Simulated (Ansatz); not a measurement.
## Run report: ZrN2H6Cl2, molecular dynamics (part 3 of 3)

The same run, continued: ZrN2H6Cl2; RKS PBE/def2-SVP (Ansatz 0.2.0). It belongs to a series of runs on one base structure; here: dynamics from the highest image of the converged band.

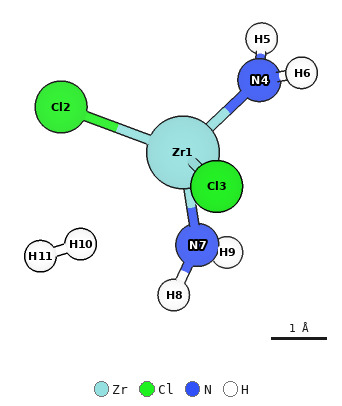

The geometry at step 122 of the log (ball-and-stick view, seen at a tilt; atoms are numbered from 1 in the order of the input).

### Trajectory as extended XYZ, continued
```
11
Properties=species:S:1:pos:R:3:forces:R:3 step=33 time_fs=16.5 energy=-29385.54146 temperature=56.9
Zr   -0.5493    0.1304    0.0013   -0.4910   0.0312   0.2496
Cl   -1.0407    0.0937    2.3448   -0.0134   0.0106  -0.2547
Cl    1.7719   -0.0390   -0.3207    0.5319  -0.0278  -0.1284
N    -1.1242    1.8486   -0.8967    0.1961  -0.6855  -0.8723
H    -1.5402    2.6024   -0.3695   -0.3232   0.7380   0.3243
H    -1.1479    2.0762   -1.9126    0.0581  -0.0578   0.6117
N    -1.3952   -1.4149   -1.0020    0.1014  -0.2844   0.4030
H    -1.5188   -2.3685   -0.6227    0.0626   0.2030   0.0668
H    -1.6058   -1.4829   -1.9958   -0.1260   0.1132  -0.4253
H     2.6078   -1.8777    1.7059   -0.0104   0.0557  -0.0735
H     2.4856   -2.4977    2.1387    0.0139  -0.0962   0.0989
11
Properties=species:S:1:pos:R:3:forces:R:3 step=44 time_fs=22.0 energy=-29385.54361 temperature=58.6
Zr   -0.5512    0.1305    0.0008   -0.4878   0.0582   0.2914
Cl   -1.0317    0.0933    2.3489   -0.0345   0.0033  -0.2675
Cl    1.7655   -0.0410   -0.3162    0.5796  -0.0228  -0.1518
N    -1.1197    1.8444   -0.9053   -0.5781   0.3424   0.8873
H    -1.6254    2.5981   -0.3790    0.4089  -0.4993  -0.4453
H    -1.0642    2.1140   -1.8842    0.0886   0.1570  -0.4043
N    -1.3884   -1.4155   -1.0093   -0.0277   0.0583  -0.4194
H    -1.4741   -2.3678   -0.6369    0.0102  -0.1045   0.0709
H    -1.6380   -1.4553   -2.0152    0.0338   0.0609   0.4013
H     2.5874   -1.8281    1.7085   -0.0553  -0.1355   0.0493
H     2.4213   -2.4651    2.1128    0.0623   0.0819  -0.0119
11
Properties=species:S:1:pos:R:3:forces:R:3 step=56 time_fs=28.0 energy=-29385.56024 temperature=72.7
Zr   -0.5550    0.1307    0.0013   -0.3473   0.0386   0.2651
Cl   -1.0221    0.0930    2.3509   -0.0659  -0.0072  -0.2449
Cl    1.7638   -0.0433   -0.3127    0.5214  -0.0059  -0.1567
N    -1.1214    1.8413   -0.9087   -0.0664  -0.0906  -0.2186
H    -1.6760    2.5629   -0.4421   -0.1385   0.2065   0.1724
H    -0.9512    2.1677   -1.8699    0.1023  -0.0962   0.0719
N    -1.3801   -1.4164   -1.0196    0.1253   0.2005   0.2376
H    -1.4202   -2.3714   -0.6426   -0.0232  -0.0616  -0.1124
H    -1.6864   -1.4115   -1.9965   -0.1182  -0.1185  -0.0639
H     2.5543   -1.7907    1.7101   -0.0553  -0.1304   0.0425
H     2.3643   -2.4305    2.0982    0.0660   0.0650   0.0069
11
Properties=species:S:1:pos:R:3:forces:R:3 step=67 time_fs=33.5 energy=-29385.57690 temperature=87.0
Zr   -0.5597    0.1310    0.0026   -0.1265   0.0790   0.2002
Cl   -1.0139    0.0926    2.3506   -0.1005  -0.0155  -0.1838
Cl    1.7667   -0.0455   -0.3108    0.3904   0.0192  -0.1434
N    -1.1271    1.8387   -0.9140   -0.0057   0.1107  -0.3368
H    -1.7276    2.5520   -0.4804   -0.0106   0.0454  -0.0180
H    -0.8154    2.1970   -1.8365   -0.0824  -0.1525   0.3810
N    -1.3708   -1.4139   -1.0259   -0.0081  -0.0842   0.1703
H    -1.3751   -2.3855   -0.6781    0.0110   0.1187  -0.1028
H    -1.7558   -1.4011   -1.9759   -0.0810  -0.0486  -0.0240
H     2.5142   -1.7724    1.7101    0.0040   0.0564  -0.0709
H     2.3251   -2.4024    2.1010    0.0093  -0.1286   0.1282
11
Properties=species:S:1:pos:R:3:forces:R:3 step=78 time_fs=39.0 energy=-29385.58185 temperature=91.4
Zr   -0.5648    0.1316    0.0046    0.1188   0.1288   0.0843
Cl   -1.0065    0.0921    2.3488   -0.1359  -0.0242  -0.1003
Cl    1.7728   -0.0476   -0.3101    0.2129   0.0479  -0.1169
N    -1.1341    1.8370   -0.9215   -0.5490  -0.0098   0.7016
H    -1.7806    2.5494   -0.5273    0.3090  -0.2753  -0.2652
H    -0.6878    2.2055   -1.7571    0.1648   0.2523  -0.4014
N    -1.3620   -1.4114   -1.0305   -0.3503   0.0136  -0.3737
H    -1.3261   -2.3912   -0.7319    0.0859  -0.1594   0.1309
H    -1.8438   -1.4023   -1.9460    0.1290   0.1003   0.2800
H     2.4675   -1.7641    1.7061   -0.0163  -0.0248  -0.0180
H     2.2963   -2.3852    2.1243    0.0312  -0.0493   0.0788
11
Properties=species:S:1:pos:R:3:forces:R:3 step=89 time_fs=44.5 energy=-29385.57831 temperature=88.5
Zr   -0.5695    0.1326    0.0068    0.3602   0.0808  -0.0900
Cl   -1.0002    0.0914    2.3462   -0.1690  -0.0364  -0.0074
Cl    1.7807   -0.0493   -0.3103    0.0301   0.0691  -0.0809
N    -1.1449    1.8338   -0.9245    0.8485  -0.2972  -0.6153
H    -1.8040    2.5339   -0.6102   -0.4639   0.5096   0.1643
H    -0.5606    2.2396   -1.6931   -0.4659  -0.2501   0.5002
N    -1.3583   -1.4110   -1.0380    0.0147  -0.2768   0.4106
H    -1.2564   -2.4037   -0.7649    0.0170   0.2342  -0.0351
H    -1.9203   -1.3804   -1.8867   -0.1875   0.0371  -0.3056
H     2.4138   -1.7703    1.7016   -0.0434  -0.1702   0.0988
H     2.2787   -2.3747    2.1657    0.0590   0.0999  -0.0397
11
Properties=species:S:1:pos:R:3:forces:R:3 step=100 time_fs=50.0 energy=-29385.56532 temperature=77.3
Zr   -0.5730    0.1338    0.0088    0.5281   0.0045  -0.2514
Cl   -0.9953    0.0904    2.3436   -0.1958  -0.0491   0.0847
Cl    1.7888   -0.0504   -0.3112   -0.1371   0.0837  -0.0449
N    -1.1503    1.8286   -0.9301   -0.8439   0.3821   0.5900
H    -1.8632    2.5571   -0.6921    0.4741  -0.6030  -0.1308
H    -0.4941    2.2534   -1.5822    0.3045   0.2049  -0.4301
N    -1.3576   -1.4128   -1.0423   -0.3774   0.3780  -0.0932
H    -1.1799   -2.3923   -0.7991   -0.0636  -0.1730  -0.0673
H    -2.0064   -1.3525   -1.8474    0.2942  -0.1666   0.2898
H     2.3541   -1.7973    1.7040   -0.0013  -0.0236  -0.0033
H     2.2717   -2.3637    2.2171    0.0182  -0.0379   0.0566
11
Properties=species:S:1:pos:R:3:forces:R:3 step=111 time_fs=55.5 energy=-29385.55576 temperature=69.0
Zr   -0.5749    0.1351    0.0099    0.6593  -0.0124  -0.4072
Cl   -0.9921    0.0890    2.3416   -0.2143  -0.0535   0.1481
Cl    1.7958   -0.0508   -0.3125   -0.2593   0.0890  -0.0134
N    -1.1600    1.8270   -0.9312    0.7898  -0.2016  -0.2046
H    -1.8880    2.5149   -0.7808   -0.4857   0.3614   0.1292
H    -0.4221    2.2743   -1.5155   -0.3642  -0.1895   0.1437
N    -1.3610   -1.4101   -1.0441    0.0800   0.0647   0.4605
H    -1.1243   -2.3949   -0.8548   -0.0916   0.0642  -0.0452
H    -2.0582   -1.3624   -1.7865   -0.1329  -0.0722  -0.2561
H     2.2935   -1.8384    1.7129    0.0145   0.0390  -0.0548
H     2.2706   -2.3563    2.2774    0.0043  -0.0891   0.0999
11
Properties=species:S:1:pos:R:3:forces:R:3 step=122 time_fs=61.0 energy=-29385.54552 temperature=60.1
Zr   -0.5747    0.1364    0.0098    0.7137  -0.0127  -0.4539
Cl   -0.9906    0.0871    2.3409   -0.2217  -0.0510   0.1780
Cl    1.8007   -0.0505   -0.3139   -0.3282   0.0891   0.0061
N    -1.1645    1.8251   -0.9323   -0.2095   0.1128   0.2211
H    -1.9540    2.4881   -0.8503    0.2786  -0.2270  -0.0166
H    -0.3981    2.2793   -1.4509   -0.1070   0.1065  -0.1270
N    -1.3661   -1.4053   -1.0398   -0.2907  -0.1881   0.0070
H    -1.0895   -2.3919   -0.9203    0.0028   0.1086   0.1095
H    -2.1069   -1.3922   -1.7553    0.1409   0.1000   0.0395
H     2.2358   -1.8890    1.7279    0.0325  -0.0910   0.1258
H     2.2719   -2.3541    2.3446   -0.0114   0.0529  -0.0896
11
Properties=species:S:1:pos:R:3:forces:R:3 step=133 time_fs=66.5 energy=-29385.54250 temperature=57.4
Zr   -0.5722    0.1375    0.0082    0.7130  -0.0463  -0.4322
Cl   -0.9909    0.0849    2.3415   -0.2171  -0.0466   0.1591
Cl    1.8030   -0.0494   -0.3153   -0.3430   0.0774   0.0150
N    -1.1691    1.8232   -0.9292   -0.2520  -0.0374   0.2301
H    -1.9959    2.4362   -0.9206    0.1211  -0.1089   0.0494
H    -0.4091    2.3067   -1.4199    0.0810   0.1811  -0.2113
N    -1.3758   -1.4029   -1.0340   -0.2890   0.0601   0.0006
H    -1.0535   -2.3730   -0.9551    0.0612  -0.1525   0.1416
H    -2.1339   -1.3978   -1.7297    0.1023   0.1010   0.0193
H     2.1858   -1.9494    1.7568    0.0456  -0.0365   0.0837
H     2.2716   -2.3530    2.4085   -0.0230   0.0085  -0.0554
11
Properties=species:S:1:pos:R:3:forces:R:3 step=144 time_fs=72.0 energy=-29385.54047 temperature=55.9
Zr   -0.5674    0.1386    0.0052    0.6559  -0.0940  -0.3381
Cl   -0.9929    0.0822    2.3435   -0.2003  -0.0411   0.0974
Cl    1.8024   -0.0478   -0.3166   -0.2914   0.0548   0.0132
N    -1.1747    1.8207   -0.9235    0.7356   0.2163  -0.2808
H    -2.0263    2.3729   -0.9729   -0.4248   0.1852   0.0946
H    -0.4330    2.3624   -1.4239   -0.4057  -0.3186   0.2306
N    -1.3896   -1.4014   -1.0267    0.2742  -0.1123   0.3879
H    -1.0142   -2.3633   -0.9555   -0.2224   0.2019  -0.0059
H    -2.1444   -1.3794   -1.7122   -0.1435  -0.0726  -0.2200
H     2.1475   -2.0121    1.7972    0.0211   0.0758  -0.1040
H     2.2661   -2.3578    2.4690    0.0014  -0.0955   0.1251
11
Properties=species:S:1:pos:R:3:forces:R:3 step=156 time_fs=78.0 energy=-29385.54519 temperature=60.1
Zr   -0.5599    0.1394    0.0008    0.4767  -0.0635  -0.1554
Cl   -0.9971    0.0790    2.3464   -0.1684  -0.0307  -0.0075
Cl    1.7992   -0.0454   -0.3178   -0.1728   0.0329  -0.0026
N    -1.1767    1.8226   -0.9196   -1.2017   0.0391   0.2328
H    -2.1025    2.3016   -0.9960    0.6236  -0.3669   0.1752
H    -0.5007    2.3901   -1.4171    0.4897   0.4236  -0.3845
N    -1.4033   -1.3986   -1.0133   -0.3120   0.3220  -0.1213
H    -1.0191   -2.3451   -0.9509   -0.0554  -0.2678   0.0232
H    -2.1568   -1.3791   -1.7219    0.2992  -0.0760   0.2263
H     2.1193   -2.0750    1.8449    0.0362   0.0344  -0.0213
H     2.2540   -2.3750    2.5384   -0.0150  -0.0470   0.0351
11
Properties=species:S:1:pos:R:3:forces:R:3 step=167 time_fs=83.5 energy=-29385.56135 temperature=73.9
Zr   -0.5514    0.1399   -0.0037    0.2809   0.0582   0.0002
Cl   -1.0023    0.0757    2.3491   -0.1309  -0.0195  -0.1216
Cl    1.7947   -0.0430   -0.3190   -0.0091   0.0097  -0.0229
N    -1.1864    1.8265   -0.9159    0.8860   0.0019  -0.2448
H    -2.1253    2.2025   -0.9779   -0.5305   0.3225   0.0111
H    -0.5309    2.4452   -1.4419   -0.4467  -0.3090   0.2932
N    -1.4171   -1.3929   -0.9996    0.2190  -0.2735   0.1470
H    -1.0561   -2.3588   -0.9392   -0.0635   0.1160   0.1326
H    -2.1392   -1.3968   -1.7195   -0.2243   0.1012  -0.2025
H     2.1062   -2.1269    1.8919    0.0646  -0.0301   0.1433
H     2.2366   -2.4003    2.6029   -0.0455   0.0226  -0.1354
11
Properties=species:S:1:pos:R:3:forces:R:3 step=178 time_fs=89.0 energy=-29385.57835 temperature=88.3
Zr   -0.5420    0.1406   -0.0083    0.0124   0.1388   0.1403
Cl   -1.0086    0.0723    2.3508   -0.0892  -0.0114  -0.2276
Cl    1.7902   -0.0405   -0.3203    0.1767  -0.0145  -0.0462
N    -1.1918    1.8290   -0.9136   -0.5365  -0.2282   0.1347
H    -2.1791    2.1445   -0.9465    0.3748  -0.0119   0.0620
H    -0.6134    2.4838   -1.4437    0.0935   0.1911  -0.1206
N    -1.4300   -1.3907   -0.9857   -0.1166  -0.2001  -0.1982
H    -1.1067   -2.3649   -0.8915   -0.0286   0.0372   0.1236
H    -2.1408   -1.3898   -1.7318    0.0974   0.1023   0.1297
H     2.1056   -2.1746    1.9467    0.0314   0.0318  -0.0236
H     2.2121   -2.4321    2.6619   -0.0153  -0.0351   0.0261
11
Properties=species:S:1:pos:R:3:forces:R:3 step=189 time_fs=94.5 energy=-29385.58722 temperature=95.9
Zr   -0.5326    0.1418   -0.0125   -0.2578   0.1525   0.2264
Cl   -1.0157    0.0688    2.3506   -0.0493  -0.0061  -0.3155
Cl    1.7871   -0.0381   -0.3221    0.3594  -0.0398  -0.0681
N    -1.2015    1.8281   -0.9107   -0.2225  -0.1087  -0.0066
H    -2.1955    2.1025   -0.8974    0.0653   0.0170   0.0886
H    -0.6946    2.5383   -1.4511    0.0930  -0.0113   0.0079
N    -1.4436   -1.3919   -0.9739    0.0388   0.2298   0.0333
H    -1.1656   -2.3656   -0.8119   -0.0751  -0.1640   0.0033
H    -2.1361   -1.3570   -1.7311    0.0353  -0.0704   0.0337
H     2.1151   -2.2159    2.0027    0.0201   0.0617  -0.1141
H     2.1823   -2.4712    2.7204   -0.0072  -0.0609   0.1111
11
Properties=species:S:1:pos:R:3:forces:R:3 step=200 time_fs=100.0 energy=-29385.58428 temperature=93.5
Zr   -0.5240    0.1434   -0.0159   -0.4580   0.1387   0.2948
Cl   -1.0231    0.0652    2.3479   -0.0170   0.0018  -0.3699
Cl    1.7870   -0.0361   -0.3244    0.5025  -0.0549  -0.0866
N    -1.2143    1.8250   -0.9079    0.3360   0.1971  -0.2719
H    -2.2041    2.0716   -0.8264   -0.3040   0.0965   0.0981
H    -0.7595    2.5846   -1.4510   -0.0901  -0.4245   0.2727
N    -1.4555   -1.3909   -0.9608    0.3116  -0.1317   0.3558
H    -1.2533   -2.3811   -0.7327   -0.1583   0.2719  -0.1289
H    -2.1285   -1.3416   -1.7270   -0.1323  -0.0993  -0.1561
H     2.1333   -2.2503    2.0564    0.0274  -0.0199   0.1038
H     2.1474   -2.5170    2.7804   -0.0178   0.0243  -0.1117
```

The run was set up as follows.

### The input
```yaml
crystal:
  periodic: [false, false, false]
  atoms:
    - { symbol: Zr, position_ang: [-0.551396, 0.130508, 0.006634] }
    - { symbol: Cl, position_ang: [-1.068377, 0.095053, 2.322201] }
    - { symbol: Cl, position_ang: [1.812582, -0.034291, -0.339207] }
    - { symbol: "N", position_ang: [-1.15266, 1.848483, -0.870948] }
    - { symbol: H, position_ang: [-1.264669, 2.755375, -0.398581] }
    - { symbol: H, position_ang: [-1.309137, 1.996531, -1.876383] }
    - { symbol: "N", position_ang: [-1.405139, -1.416966, -0.973642] }
    - { symbol: H, position_ang: [-1.63065, -2.321514, -0.538443] }
    - { symbol: H, position_ang: [-1.596179, -1.494897, -1.980348] }
    - { symbol: H, position_ang: [2.629342, -2.081962, 1.689852] }
    - { symbol: H, position_ang: [2.721582, -2.59472, 2.255965] }
basis:
  gaussian: { orbitals: def2-SVP }
hamiltonian:
  xc: pbe
md:
  timestep: 0.5
  n_steps: 200
  ensemble: nve
  temperature: 100.0
  initial_velocities: maxwell_boltzmann
  seed: 6187
```

Command:
```bash
ansatz run input.yaml --threads 4 --pin off --max-ram 5120MiB --backend cpu --events-out ev --progress --plain --runs-dir out
```

### Summary

| quantity | value |
| --- | --- |
| outcome | finished |
| mean temperature over the second half | 70 K |
| trajectory | 200 steps, 100 fs |
| ensemble | nve |
| temperature in the input | 100.0 K |
| time step | 0.5 fs |
| potential energy (last step) | −29385.5844 eV |
| mean-field energy (last step) | −29385.5844 eV |
| largest force (length of the vector) (last step) | 0.562 eV/Å |
| hardware | 4 threads of Arm Neoverse V1, 24 GiB of memory available, shared host |
| wall time | 6.8 min (CPU time 25 min) |
| peak memory | 0.2 GiB |

### Notes

So short a trajectory is not equilibrated.
